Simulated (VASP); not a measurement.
# How PAW data sets and plane-wave cutoff change a VASP run on Bismuth, part 2 of 2

A convergence test on Bismuth: the PAW data sets and plane-wave cutoff. The series runs use r2SCAN. The atoms of the start are displaced at random from the sites of a R-3m cell.

VASP 6.6.1, plane waves and PAW; the level of theory is named at each step.

Still holding for the runs below: The k-mesh is coarse for a metal.

So far. Step 5 (PAW data sets: GW 64: Bi d GW): With 34 valence electrons the pressure is 0.01 GPa, -0.83 GPa from the first of the series, after 13 cycles in 3.5 min. Step 7 (Plane-wave cutoff: ENCUT = 150): The series starts at -51.6704 eV an atom and -303.34 GPa, after 12 cycles in 49 s.

The database entry behind the starting cell lists a temperature near 78 K, so it need not match the best structure at ambient conditions.

## (8) Plane-wave cutoff: ENCUT = 180

Level of this step: r2SCAN; plane waves and PAW (Bi_d) (VASP).

The input, INCAR:

```
SYSTEM = Bi
PREC = Accurate
ENCUT = 180
EDIFF = 1E-06
NELM = 100
ISMEAR = -1
SIGMA = 0.05
LREAL = .FALSE.
ALGO = Normal
METAGGA = R2SCAN
LASPH = .TRUE.
NBANDS = 21
LORBIT = 11
LWAVE = .FALSE.
LCHARG = .FALSE.
KPAR = 2
ISIF = 2
```

The input, POSCAR:

```
Bi
1.0
    2.2675000000      1.3091417354      3.9380000000
   -2.2675000000      1.3091417354      3.9380000000
    0.0000000000     -2.6182834708      3.9380000000
Bi
2
Direct
    0.2404340000      0.2542450000      0.2220610000
    0.7642200000      0.7705820000      0.7642520000
```

The input, KPOINTS:

```
Automatic mesh
0
Gamma
6 6 6
0 0 0
```

The projector-augmented-wave data sets are Bi_d (PBE family, release 64).

Run with:

```sh
mpirun -np 2 vasp_std
```

Log:

```text
[... set-up lines as in an earlier step ...]
 entering main loop
       N       E                     dE             d eps       ncg     rms          rms(c)
DAV:   1     0.665110927352E+02    0.66511E+02   -0.10680E+04  5488   0.754E+02
DAV:   2    -0.115320534356E+03   -0.18183E+03   -0.17831E+03  5324   0.275E+02
DAV:   3    -0.122589403360E+03   -0.72689E+01   -0.72322E+01  5374   0.640E+01
DAV:   4    -0.122695024346E+03   -0.10562E+00   -0.10561E+00  5490   0.708E+00
[...]
DAV:   9    -0.115139057548E+03   -0.63592E-04   -0.46112E-04  5474   0.135E-01    0.280E-02
DAV:  10    -0.115139091848E+03   -0.34300E-04   -0.59695E-05  5454   0.480E-02    0.515E-03
DAV:  11    -0.115139091482E+03    0.36635E-06   -0.38252E-06  4518   0.138E-02
   1 F= -.11513909E+03 E0= -.11513771E+03  d E =-.276542E-02
```

It took 71 s on 2 MPI ranks of AMD EPYC 7R43, shared host; peak memory 0.23 GiB; 2.3 min of CPU time.

Parts of OUTCAR (step 8):

```text
  Total      -31.7652111    -32.1253086    -31.9712443     -0.0627762     -0.3356483      0.1031921
  in kB     -725.6068956   -733.8325368   -730.3132764     -1.4339864     -7.6671519      2.3571974
  external PRESSURE =    -729.9175696 kB  Pullay stress =       0.0000000 kB

 POSITION                                       TOTAL-FORCE (eV/Angst)
 -----------------------------------------------------------------------------------
     -0.03132      0.06619      2.82252         0.049081     -0.092149     -0.285905
     -0.01443      0.00824      9.05367        -0.049081      0.092149      0.285905
 -----------------------------------------------------------------------------------
    total drift:                               -0.000138      0.000142     -0.000055

  FREE ENERGIE OF THE ION-ELECTRON SYSTEM (eV)
  ---------------------------------------------------
  free  energy   TOTEN  =      -115.1390914815 eV

  energy  without entropy=     -115.1363260630  energy(sigma->0) =     -115.13770877

[... 1 part as in an earlier step ...]

[... 2 further parts left out ...]
[key lines of the parts left out:]
E-fermi :   6.2403
```

Against the run before the energy moves by -5898.47 meV an atom and the pressure by +230.35 GPa, after 11 cycles in 71 s.

## (9) Plane-wave cutoff: ENCUT = 220

INCAR: that of step 8 with these lines changed.

```diff
@@ -2,3 +2,3 @@
 PREC = Accurate
-ENCUT = 180
+ENCUT = 220
 EDIFF = 1E-06
```

POSCAR is that of step 8.

KPOINTS is that of step 8.

Run with:

```sh
mpirun -np 2 vasp_std
```

Log:

```text
[... set-up lines as in an earlier step ...]
 entering main loop
       N       E                     dE             d eps       ncg     rms          rms(c)
DAV:   1     0.107125042781E+03    0.10713E+03   -0.11289E+04  5005   0.942E+02
DAV:   2    -0.110831390923E+03   -0.21796E+03   -0.21360E+03  5089   0.322E+02
DAV:   3    -0.123575262735E+03   -0.12744E+02   -0.12671E+02  5464   0.940E+01
DAV:   4    -0.123852097839E+03   -0.27684E+00   -0.27678E+00  6148   0.139E+01
[...]
DAV:  10    -0.116903574234E+03    0.51628E-04   -0.72894E-04  5885   0.304E-01    0.178E-02
DAV:  11    -0.116903571212E+03    0.30223E-05   -0.38870E-05  5449   0.663E-02    0.747E-03
DAV:  12    -0.116903571944E+03   -0.73171E-06   -0.77962E-06  4578   0.202E-02
   1 F= -.11690357E+03 E0= -.11690217E+03  d E =-.280885E-02
```

Elapsed: 79 s, on 2 MPI ranks; peak memory 0.26 GiB.

OUTCAR, selected parts (step 9):

```text
  Total       -2.8961648     -3.2129754     -2.9200966     -0.0554595     -0.3191296      0.0946156
  in kB      -66.1565620    -73.3934089    -66.7032326     -1.2668510     -7.2898200      2.1612867
  external PRESSURE =     -68.7510678 kB  Pullay stress =       0.0000000 kB

 POSITION                                       TOTAL-FORCE (eV/Angst)
 -----------------------------------------------------------------------------------
     -0.03132      0.06619      2.82252         0.038872     -0.076467     -0.270510
     -0.01443      0.00824      9.05367        -0.038872      0.076467      0.270510
 -----------------------------------------------------------------------------------
    total drift:                               -0.000142      0.000146     -0.000051

  FREE ENERGIE OF THE ION-ELECTRON SYSTEM (eV)
  ---------------------------------------------------
  free  energy   TOTEN  =      -116.9035719438 eV

  energy  without entropy=     -116.9007630915  energy(sigma->0) =     -116.90216752

[... 1 part as in an earlier step ...]

[... 2 further parts left out ...]
[key lines of the parts left out:]
E-fermi :   6.2455
```

Against the run before the energy moves by -882.23 meV an atom and the pressure by +66.12 GPa, after 12 cycles in 79 s.

## (10) Plane-wave cutoff: ENCUT = 240

INCAR: that of step 9 with these lines changed.

```diff
@@ -2,3 +2,3 @@
 PREC = Accurate
-ENCUT = 220
+ENCUT = 240
 EDIFF = 1E-06
```

POSCAR is that of step 9.

KPOINTS is that of step 9.

Run with:

```sh
mpirun -np 2 vasp_std
```

Log:

```text
[... set-up lines as in an earlier step ...]
 entering main loop
       N       E                     dE             d eps       ncg     rms          rms(c)
DAV:   1     0.123455148150E+03    0.12346E+03   -0.11696E+04  4856   0.103E+03
DAV:   2    -0.108278756127E+03   -0.23173E+03   -0.22730E+03  5084   0.340E+02
DAV:   3    -0.123515128556E+03   -0.15236E+02   -0.15143E+02  5507   0.106E+02
DAV:   4    -0.123887257851E+03   -0.37213E+00   -0.37206E+00  6069   0.174E+01
[...]
DAV:  11    -0.117002366189E+03    0.24360E-05   -0.49747E-05  5457   0.758E-02    0.864E-03
DAV:  12    -0.117002367252E+03   -0.10631E-05   -0.99485E-06  5114   0.235E-02    0.195E-03
DAV:  13    -0.117002367672E+03   -0.41969E-06   -0.75259E-07  3157   0.910E-03
   1 F= -.11700237E+03 E0= -.11700096E+03  d E =-.281336E-02
```

Wall time 85 s (2 MPI ranks); peak memory 0.27 GiB.

OUTCAR, selected parts (step 10):

```text
  Total       -0.1691584     -0.4843032     -0.2727126     -0.0555248     -0.3196764      0.0952963
  in kB       -3.8640545    -11.0628485     -6.2295251     -1.2683417     -7.3023084      2.1768355
  external PRESSURE =      -7.0521427 kB  Pullay stress =       0.0000000 kB

 POSITION                                       TOTAL-FORCE (eV/Angst)
 -----------------------------------------------------------------------------------
     -0.03132      0.06619      2.82252         0.038456     -0.075218     -0.271133
     -0.01443      0.00824      9.05367        -0.038456      0.075218      0.271133
 -----------------------------------------------------------------------------------
    total drift:                               -0.000143      0.000146     -0.000050

  FREE ENERGIE OF THE ION-ELECTRON SYSTEM (eV)
  ---------------------------------------------------
  free  energy   TOTEN  =      -117.0023676719 eV

  energy  without entropy=     -116.9995543134  energy(sigma->0) =     -117.00096099

[... 1 part as in an earlier step ...]

[... 2 further parts left out ...]
[key lines of the parts left out:]
E-fermi :   6.2448
```

Against the run before the energy moves by -49.40 meV an atom and the pressure by +6.17 GPa, after 13 cycles in 85 s.

## (11) Plane-wave cutoff: ENCUT = 280

INCAR: that of step 10 with these lines changed.

```diff
@@ -2,3 +2,3 @@
 PREC = Accurate
-ENCUT = 240
+ENCUT = 280
 EDIFF = 1E-06
```

POSCAR is that of step 10.

KPOINTS is that of step 10.

Run with:

```sh
mpirun -np 2 vasp_std
```

Log:

```text
[... set-up lines as in an earlier step ...]
 entering main loop
       N       E                     dE             d eps       ncg     rms          rms(c)
DAV:   1     0.142447803211E+03    0.14245E+03   -0.12430E+04  4752   0.118E+03
DAV:   2    -0.104777542679E+03   -0.24723E+03   -0.24239E+03  4929   0.365E+02
DAV:   3    -0.123331995037E+03   -0.18554E+02   -0.18431E+02  5504   0.122E+02
DAV:   4    -0.123880422247E+03   -0.54843E+00   -0.54827E+00  6131   0.227E+01
[...]
DAV:  11    -0.117013476796E+03    0.36172E-05   -0.59181E-05  5583   0.863E-02    0.975E-03
DAV:  12    -0.117013477619E+03   -0.82331E-06   -0.12420E-05  5564   0.291E-02    0.237E-03
DAV:  13    -0.117013478035E+03   -0.41555E-06   -0.95613E-07  3182   0.120E-02
   1 F= -.11701348E+03 E0= -.11701207E+03  d E =-.281421E-02
```

Wall time 2.3 min (2 MPI ranks); peak memory 0.31 GiB; 4.5 min of CPU time.

Parts of OUTCAR (step 11):

```text
  Total        0.4357565      0.1216887      0.3474270     -0.0560477     -0.3181977      0.0939708
  in kB        9.9539068      2.7797121      7.9362106     -1.2802871     -7.2685321      2.1465583
  external PRESSURE =       6.8899432 kB  Pullay stress =       0.0000000 kB

 POSITION                                       TOTAL-FORCE (eV/Angst)
 -----------------------------------------------------------------------------------
     -0.03132      0.06619      2.82252         0.038090     -0.074503     -0.272004
     -0.01443      0.00824      9.05367        -0.038090      0.074503      0.272004
 -----------------------------------------------------------------------------------
    total drift:                                0.000045     -0.000021      0.000090

  FREE ENERGIE OF THE ION-ELECTRON SYSTEM (eV)
  ---------------------------------------------------
  free  energy   TOTEN  =      -117.0134780347 eV

  energy  without entropy=     -117.0106638281  energy(sigma->0) =     -117.01207093

[... 1 part as in an earlier step ...]

[... 2 further parts left out ...]
[key lines of the parts left out:]
E-fermi :   6.2442
```

Against the run before the energy moves by -5.55 meV an atom and the pressure by +1.39 GPa, after 13 cycles in 2.3 min.

## (12) Plane-wave cutoff: ENCUT = 320

INCAR: that of step 11 with these lines changed.

```diff
@@ -2,3 +2,3 @@
 PREC = Accurate
-ENCUT = 280
+ENCUT = 320
 EDIFF = 1E-06
```

POSCAR is that of step 11.

KPOINTS is that of step 11.

Run with:

```sh
mpirun -np 2 vasp_std
```

Log:

```text
[... set-up lines as in an earlier step ...]
 entering main loop
       N       E                     dE             d eps       ncg     rms          rms(c)
DAV:   1     0.157105965527E+03    0.15711E+03   -0.13204E+04  4720   0.130E+03
DAV:   2    -0.102203525895E+03   -0.25931E+03   -0.25422E+03  4864   0.384E+02
DAV:   3    -0.123196848933E+03   -0.20993E+02   -0.20792E+02  5597   0.133E+02
DAV:   4    -0.123880016615E+03   -0.68317E+00   -0.68295E+00  6103   0.263E+01
[...]
DAV:  11    -0.117004195898E+03    0.44596E-05   -0.62589E-05  5624   0.910E-02    0.101E-02
DAV:  12    -0.117004196713E+03   -0.81507E-06   -0.13409E-05  5661   0.310E-02    0.234E-03
DAV:  13    -0.117004197142E+03   -0.42924E-06   -0.10572E-06  3246   0.128E-02
   1 F= -.11700420E+03 E0= -.11700279E+03  d E =-.281553E-02
```

Run time: 2.3 min. Hardware: 2 MPI ranks; peak memory 0.33 GiB; 4.5 min of CPU time.

OUTCAR, selected parts (step 12):

```text
  Total        0.2372085     -0.0769185      0.1493405     -0.0560266     -0.3183069      0.0939660
  in kB        5.4185098     -1.7570344      3.4113583     -1.2798044     -7.2710270      2.1464471
  external PRESSURE =       2.3576112 kB  Pullay stress =       0.0000000 kB

 POSITION                                       TOTAL-FORCE (eV/Angst)
 -----------------------------------------------------------------------------------
     -0.03132      0.06619      2.82252         0.038073     -0.074560     -0.270654
     -0.01443      0.00824      9.05367        -0.038073      0.074560      0.270654
 -----------------------------------------------------------------------------------
    total drift:                                0.000045     -0.000021      0.000090

  FREE ENERGIE OF THE ION-ELECTRON SYSTEM (eV)
  ---------------------------------------------------
  free  energy   TOTEN  =      -117.0041971421 eV

  energy  without entropy=     -117.0013816130  energy(sigma->0) =     -117.00278938

[... 1 part as in an earlier step ...]

[... 2 further parts left out ...]
[key lines of the parts left out:]
E-fermi :   6.2449
```

Against the run before the energy moves by +4.64 meV an atom and the pressure by -0.45 GPa, after 13 cycles in 2.3 min.

## (13) Plane-wave cutoff: ENCUT = 390

INCAR: that of step 12 with these lines changed.

```diff
@@ -2,3 +2,3 @@
 PREC = Accurate
-ENCUT = 320
+ENCUT = 390
 EDIFF = 1E-06
```

POSCAR is that of step 12.

KPOINTS is that of step 12.

Run with:

```sh
mpirun -np 2 vasp_std
```

Log:

```text
[... set-up lines as in an earlier step ...]
 entering main loop
       N       E                     dE             d eps       ncg     rms          rms(c)
DAV:   1     0.173536639788E+03    0.17354E+03   -0.14536E+04  4704   0.147E+03
DAV:   2    -0.100157263291E+03   -0.27369E+03   -0.26785E+03  4839   0.407E+02
DAV:   3    -0.123065039866E+03   -0.22908E+02   -0.22692E+02  5599   0.142E+02
DAV:   4    -0.123873748328E+03   -0.80871E+00   -0.80836E+00  6013   0.293E+01
[...]
DAV:  11    -0.116999459966E+03    0.38412E-05   -0.63942E-05  5731   0.928E-02    0.989E-03
DAV:  12    -0.116999460840E+03   -0.87387E-06   -0.12786E-05  5682   0.292E-02    0.217E-03
DAV:  13    -0.116999461290E+03   -0.45063E-06   -0.10400E-06  3268   0.131E-02
   1 F= -.11699946E+03 E0= -.11699805E+03  d E =-.281621E-02
```

Elapsed: 2.7 min, on 2 MPI ranks; peak memory 0.37 GiB.

OUTCAR, selected parts (step 13):

```text
  Total        0.4242205      0.1096960      0.3354122     -0.0562019     -0.3184138      0.0938950
  in kB        9.6903916      2.5057655      7.6617604     -1.2838091     -7.2734681      2.1448264
  external PRESSURE =       6.6193058 kB  Pullay stress =       0.0000000 kB

 POSITION                                       TOTAL-FORCE (eV/Angst)
 -----------------------------------------------------------------------------------
     -0.03132      0.06619      2.82252         0.038428     -0.075261     -0.268509
     -0.01443      0.00824      9.05367        -0.038428      0.075261      0.268509
 -----------------------------------------------------------------------------------
    total drift:                                0.000081     -0.000030     -0.000047

  FREE ENERGIE OF THE ION-ELECTRON SYSTEM (eV)
  ---------------------------------------------------
  free  energy   TOTEN  =      -116.9994612903 eV

  energy  without entropy=     -116.9966450818  energy(sigma->0) =     -116.99805319

[... 1 part as in an earlier step ...]

[... 2 further parts left out ...]
[key lines of the parts left out:]
E-fermi :   6.2459
```

Against the run before the energy moves by +2.37 meV an atom and the pressure by +0.43 GPa, after 13 cycles in 2.7 min.

## (14) Plane-wave cutoff: ENCUT = 490

INCAR: that of step 13 with these lines changed.

```diff
@@ -2,3 +2,3 @@
 PREC = Accurate
-ENCUT = 390
+ENCUT = 490
 EDIFF = 1E-06
```

POSCAR is that of step 13.

KPOINTS is that of step 13.

Run with:

```sh
mpirun -np 2 vasp_std
```

Log:

```text
[... set-up lines as in an earlier step ...]
 entering main loop
       N       E                     dE             d eps       ncg     rms          rms(c)
DAV:   1     0.192747898608E+03    0.19275E+03   -0.16249E+04  4712   0.170E+03
DAV:   2    -0.978169241719E+02   -0.29056E+03   -0.28436E+03  4774   0.445E+02
DAV:   3    -0.122927593475E+03   -0.25111E+02   -0.24757E+02  5579   0.150E+02
DAV:   4    -0.123864883949E+03   -0.93729E+00   -0.93670E+00  5938   0.314E+01
[...]
DAV:  11    -0.116999957387E+03    0.30927E-05   -0.62158E-05  5752   0.900E-02    0.101E-02
DAV:  12    -0.116999958175E+03   -0.78756E-06   -0.13445E-05  5753   0.307E-02    0.220E-03
DAV:  13    -0.116999958637E+03   -0.46229E-06   -0.11173E-06  3347   0.133E-02
   1 F= -.11699996E+03 E0= -.11699855E+03  d E =-.281594E-02
```

It took 4.8 min on 2 MPI ranks; peak memory 0.51 GiB; 9.6 min of CPU time.

From OUTCAR (step 14):

```text
  Total        0.4710501      0.1561750      0.3804394     -0.0561244     -0.3179079      0.0936998
  in kB       10.7601104      3.5674765      8.6903076     -1.2820400     -7.2619115      2.1403672
  external PRESSURE =       7.6726315 kB  Pullay stress =       0.0000000 kB

 POSITION                                       TOTAL-FORCE (eV/Angst)
 -----------------------------------------------------------------------------------
     -0.03132      0.06619      2.82252         0.038326     -0.075285     -0.267994
     -0.01443      0.00824      9.05367        -0.038326      0.075285      0.267994
 -----------------------------------------------------------------------------------
    total drift:                                0.000004      0.000005      0.000007

  FREE ENERGIE OF THE ION-ELECTRON SYSTEM (eV)
  ---------------------------------------------------
  free  energy   TOTEN  =      -116.9999586373 eV

  energy  without entropy=     -116.9971427004  energy(sigma->0) =     -116.99855067

[... 1 part as in an earlier step ...]

[... 2 further parts left out ...]
[key lines of the parts left out:]
E-fermi :   6.2459
```

Against the run before the energy moves by -0.25 meV an atom and the pressure by +0.11 GPa, after 13 cycles in 4.8 min.

## (15) The plane-wave cutoff series as a table

This step: convergence of r2SCAN results with the cutoff; plane waves and PAW (VASP 6.6.1).

No new run; the numbers come from the runs before.

Differences are taken from the run with ENCUT = 490. Results of the series, by row:

| setting | status | energy less the reference (meV/atom) | pressure (GPa) | largest force difference (meV/Å) | SCF cycles | wall time (s) |
| --- | --- | --- | --- | --- | --- | --- |
| ENCUT = 150 | converged | 6829 | -303.3 | 754.5 | 12 | 49 |
| ENCUT = 180 | converged | 930.4 | -72.99 | 17.91 | 11 | 71 |
| ENCUT = 220 | converged | 48.19 | -6.875 | 2.516 | 12 | 79 |
| ENCUT = 240 | converged | -1.205 | -0.7052 | 3.139 | 13 | 85 |
| ENCUT = 280 | converged | -6.76 | 0.689 | 4.01 | 13 | 136 |
| ENCUT = 320 | converged | -2.119 | 0.2358 | 2.66 | 13 | 136 |
| ENCUT = 390 | converged | 0.2487 | 0.6619 | 0.515 | 13 | 164 |
| ENCUT = 490 | converged | 0 | 0.7673 | 0 | 13 | 288 |

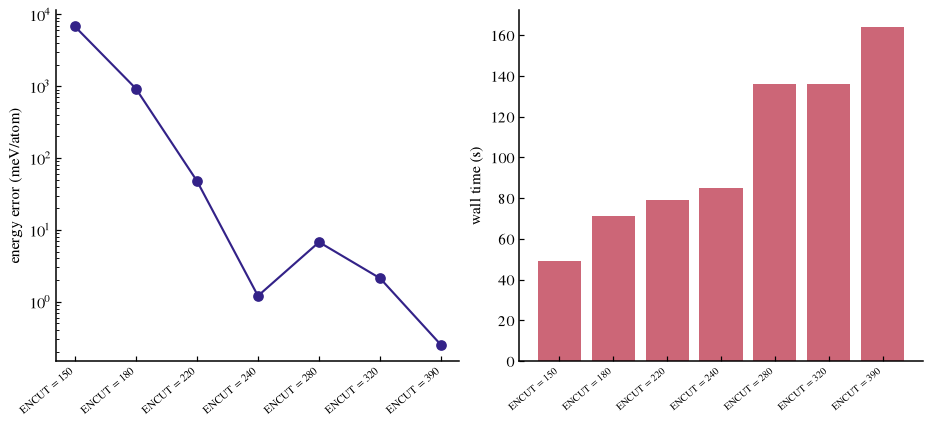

The energy error in size, against the reference run (errors under 0.01 are drawn at 0.01), and the wall time by setting.

## (16) Outcome

| Quantity | Value |
| --- | --- |
| spread of the pressure over the PAW data sets | 0.826 GPa |
| plane-wave cutoff from which the energy stays within 10 meV/atom of the reference | ENCUT = 240 |
| plane-wave cutoff from which the energy stays within 1 meV/atom of the reference | ENCUT = 390 |
| plane-wave cutoff from which the pressure stays within 0.2 GPa of the reference | ENCUT = 390 |
| spread of the pressure over the plane-wave cutoff | 304 GPa |
| spread of the energy over the plane-wave cutoff | 6836 meV/atom |

What this shows: The choice of data set moves the pressure between 0.01 GPa (gw 64: Bi_d_GW) and 0.83 GPa (minimal 64: Bi); all ran at 400 eV. From ENCUT = 390 on, the energy stays within 1 meV an atom of the reference, at 57 % of its time. The pressure holds within 0.2 GPa from ENCUT = 390 on. These cutoffs are 0.6 to 2 times the default of the data sets, about 240 eV; at the default the run is off by -1.2 meV an atom, -1.47 GPa, 3.1 meV/Å in forces, and at 1.3 times by -2.1 meV an atom, -0.53 GPa, 2.7 meV/Å in forces. Energy differences between like cells converge faster than these totals. Differences are taken from the run with ENCUT = 490, which is itself not the exact limit. Data sets differ in their zero of energy, so energies are not compared. The runs at ENCUT = 150; ENCUT = 180; ENCUT = 220 are over 30 meV an atom or 2 GPa off and describe the material poorly.

[Lines on the potential files, build, host, timing and source positions are cut from VASP's logs without a mark.]

[Logs are printed without paths, hosts, clocks, repeated set-up lines and the standing remarks that a program may print on its own settings, such as how far it seeks lower states.]

[Hosts, paths, dates, database ids (printed as entryN), source tags and the programs' standing remarks are cut or masked in the printed files.]

[A measured line is paired with the nearest computed mode of its activity, which favours agreement.]
